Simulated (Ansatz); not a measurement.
**One shape, several levels: quartet CH3Cl2Si**

We compute a comparison of 6 runs (UHF/3-21G, U-r2SCAN0/6-31G*, UB3LYP/6-31G*, RPA@PBE/6-31G*, UBCCD(T)/6-31G*, UCCSD/6-31G*) of quartet CH3Cl2Si. 

The results are computed with Ansatz 0.2.0.

58 further runs of the same task are left out: 2 that didn't finish, 56 set aside as unsound or not needed. Runs told in other sessions of the task aren't counted.

## Step 1: The structure to begin with

CH3Cl2Si has 7 atoms, charge 0, and is taken as a quartet. SMILES of the parent species: `[CH2][SiH](Cl)Cl`. The shape is that of a PBE0-D4/def2-TZVP optimisation. This is one conformer, not always the lowest. That shape belongs to the parent species and isn't relaxed for this state.

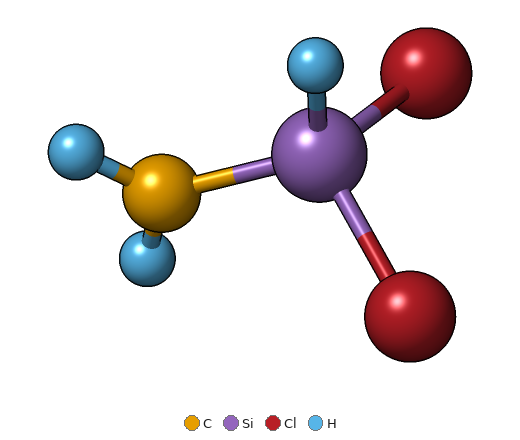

Viewed from a chosen angle; carbon amber, silicon purple, chlorine red, hydrogen blue.

## Step 2: The energy at UHF/3-21G (run 1)

The input, in.yaml:

```yaml
crystal:
  periodic: [false, false, false]
  atoms:
    - {symbol: C, position_ang: [-0.692700, 0.892600, 0.197500]}
    - {symbol: Si, position_ang: [0.466300, -0.499500, -0.003900]}
    - {symbol: Cl, position_ang: [1.593800, -0.235400, -1.694300]}
    - {symbol: Cl, position_ang: [-0.574000, -2.252500, -0.209200]}
    - {symbol: H, position_ang: [-1.447700, 1.127200, -0.545500]}
    - {symbol: H, position_ang: [-0.668800, 1.540600, 1.067500]}
    - {symbol: H, position_ang: [1.384500, -0.641000, 1.142000]}
basis:
  gaussian:
    orbitals: 3-21G.json
magnetization:
  spin_polarized: true
  initial_magnetization: 3
hamiltonian:
  xc: hf
accuracy: high
output:
  orbitals: {seedname: orbitals}
```

The basis set 3-21G is read from a file made from the Basis Set Exchange's data (not shown).

Launch:

```
$ ansatz run in.yaml --threads 1 --pin off --max-ram 3480MiB --events-out events.jsonl --progress --plain --runs-dir runs
```

The log of the run:

```text
Warning: RAYON_NUM_THREADS=1 ignored (pool sized by the plan → 1); use --threads N
Functional definition: HF
  name "HF"
  exchange = exact_x
  correlation = 0
1226 factors; integrals over basis functions are off by at most 5.5e-9 eV
mean field evaluation 1: about -33770.1585 eV, gradient 1.2e1 eV
mean field evaluation 2: about -33770.5322 eV, gradient 1.2e1 eV
mean field evaluation 4: about -33772.0498 eV, gradient 1.9e0 eV
mean field evaluation 8: about -33772.2010 eV, gradient 5.0e-1 eV
mean field evaluation 16: about -33772.6901 eV, gradient 1.8e0 eV
mean field evaluation 32: about -33769.5571 eV, gradient 1.9e1 eV
mean field evaluation 64: about -33772.9890 eV, gradient 4.3e-1 eV
mean field evaluation 96: about -33772.9949 eV, gradient 1.4e-2 eV
mean field evaluation 128: about -33773.0015 eV, gradient 2.1e-1 eV
mean field evaluation 160: about -33771.7920 eV, gradient 3.5e-1 eV
mean field evaluation 192: about -33770.8819 eV, gradient 6.7e0 eV
mean field evaluation 224: about -33772.9914 eV, gradient 1.5e-1 eV
mean field evaluation 256: about -33772.9955 eV, gradient 5.8e-3 eV
mean field evaluation 288: about -33771.3421 eV, gradient 1.2e1 eV
mean field evaluation 320: about -33771.1803 eV, gradient 4.4e-1 eV
mean field evaluation 352: about -33772.2276 eV, gradient 1.6e-1 eV
mean field -33773.00489802 eV, -1241.1350378374 hartree, gradient 5.7e-8 eV, S^2 3.762973; 3 other end points of the search recorded, 0 dependent functions left out
reference -33773.00489802 eV, -1241.1350378374 hartree; 30, 27 occupied and 24, 27 virtual orbitals, 1226 factors
Total energy: -33773.00489802 eV, -1241.1350378374 hartree
```

Run time: 7.8 s. Hardware: 1 thread of Arm Neoverse V2, shared host; peak memory 0.22 GiB.

## Step 3: The energy at U-r2SCAN0/6-31G(d) (spherical functions) (run 2)

Edit in.yaml of step 2 so:

```diff
@@ -12,3 +12,3 @@
   gaussian:
-    orbitals: 3-21G.json
+    orbitals: 6-31G_st_-spherical.json
 magnetization:
@@ -16,6 +16,5 @@
   initial_magnetization: 3
+accuracy: high
 hamiltonian:
-  xc: hf
-accuracy: high
-output:
-  orbitals: {seedname: orbitals}
+  xc: {name: r2SCAN0}
+output: {orbitals: {seedname: orbitals}}
```

The basis set 6-31G* is read from a file made from the Basis Set Exchange's data (not shown).

Launch:

```
$ ansatz run in.yaml --threads 1 --pin off --max-ram 3480MiB --events-out events.jsonl --progress --plain --runs-dir runs
```

The log of the run:

```text
Warning: RAYON_NUM_THREADS=1 ignored (pool sized by the plan → 1); use --threads N
Functional definition: r2SCAN0
  name "r2SCAN0"
  parameter a = 0.25
  parameter k0 = 0.174
  parameter k1 = 0.065
  parameter a1 = 4.9479
  exchange = (1 - a)*r2scan_x(k0 = k0, k1 = k1, a1 = a1) + a*exact_x
  correlation = r2scan_c
1599 factors; integrals over basis functions are off by at most 3.7e-9 eV
mean field evaluation 1: about -33994.7963 eV, gradient 2.0e1 eV
mean field evaluation 2: about -33988.5659 eV, gradient 3.4e1 eV
mean field evaluation 4: about -33997.0916 eV, gradient 3.3e0 eV
mean field evaluation 8: about -33997.3949 eV, gradient 6.2e-1 eV
mean field evaluation 16: about -33997.4000 eV, gradient 3.5e-2 eV
mean field evaluation 32: about -33997.4911 eV, gradient 2.4e-2 eV
mean field evaluation 64: about -33997.3687 eV, gradient 7.3e-1 eV
mean field -33997.49116437 eV, -1249.3847559635 hartree, gradient 5.8e-8 eV, S^2 3.760567; 7 other end points of the search recorded, 0 dependent functions left out
reference -33997.49116584 eV, -1249.3847560174 hartree; 30, 27 occupied and 44, 47 virtual orbitals, 1599 factors
Total energy: -33997.49116584 eV, -1249.3847560174 hartree
```

Run time: 1.9 min. Hardware: 1 thread of Arm Neoverse V2, shared host; peak memory 0.54 GiB.

Runs 3 to 5 aren't shown in full; the table further down has their settings and results.

## Step 4: The energy at UCCSD/6-31G(d) (spherical functions) (run 6)

The input, job.yaml:

```yaml
basis:
  gaussian:
    orbitals: 6-31G_st_-spherical.json
crystal:
  periodic: [false, false, false]
  atoms:
    - {symbol: C, position_ang: [-0.692700, 0.892600, 0.197500]}
    - {symbol: Si, position_ang: [0.466300, -0.499500, -0.003900]}
    - {symbol: Cl, position_ang: [1.593800, -0.235400, -1.694300]}
    - {symbol: Cl, position_ang: [-0.574000, -2.252500, -0.209200]}
    - {symbol: H, position_ang: [-1.447700, 1.127200, -0.545500]}
    - {symbol: H, position_ang: [-0.668800, 1.540600, 1.067500]}
    - {symbol: H, position_ang: [1.384500, -0.641000, 1.142000]}
magnetization:
  spin_polarized: true
  initial_magnetization: 3
correlation:
  method: ccsd
  frozen_orbitals: {C: 1, Cl: 5, H: 0, Si: 5}
accuracy: high
scf:
  omitted_lower_state_checks: [cluster_reference, increment]
```

The basis set 6-31G* is read from a file made from the Basis Set Exchange's data (not shown).

Launch:

```
$ ansatz run job.yaml --threads 1 --pin off --max-ram 3480MiB --events-out events.jsonl --progress --plain --runs-dir runs
```

The log of the run:

```text
Warning: RAYON_NUM_THREADS=1 ignored (pool sized by the plan → 1); use --threads N
[... 19 lines left out ...]
16 core orbitals not correlated: weight in the atoms' cores, before any rotation towards them, 1.000 or more for the frozen orbitals, at most 0.000 for the correlated occupied ones
[... 55 lines left out ...]
Total energy: -33952.48558983 eV, -1247.7308316050 hartree
Checks for a lower state left out: cluster_reference, increment
```

Run time: 76 s. Hardware: 1 thread of Arm Neoverse V2, shared host; peak memory 0.48 GiB.

## Step 5: All runs side by side

```csv
run,level,frozen core orbitals,energy (Eh),⟨S²⟩,wall time
1,UHF/3-21G,–,-1241.135038,3.763,7.8 s
2,U-r2SCAN0/6-31G* (spherical functions),–,-1249.384756,3.761,1.9 min
3,UB3LYP/6-31G* (spherical functions),–,-1249.554708,3.756,63 s
4,RPA@PBE/6-31G* (spherical functions),16,-1247.987817,3.754,33 s
5,UBCCD(T)/6-31G* (spherical functions),16,-1247.747527,3.770,2.2 min
6,UCCSD/6-31G* (spherical functions),16,-1247.730832,3.770,76 s
```

## Step 6: Summary of results

```
                                           quantity           value
                                run 6: total energy  -1247.73083 Eh
run 6: correlation energy (16 core orbitals frozen)      -481.2 mEh
           run 6: ⟨S²⟩ of the reference determinant           3.770
                               run 6: T1 diagnostic           0.051
```

In words: Totals of different functionals can't be ranked against each other. All runs together took 7.1 min, the longest 2.2 min.
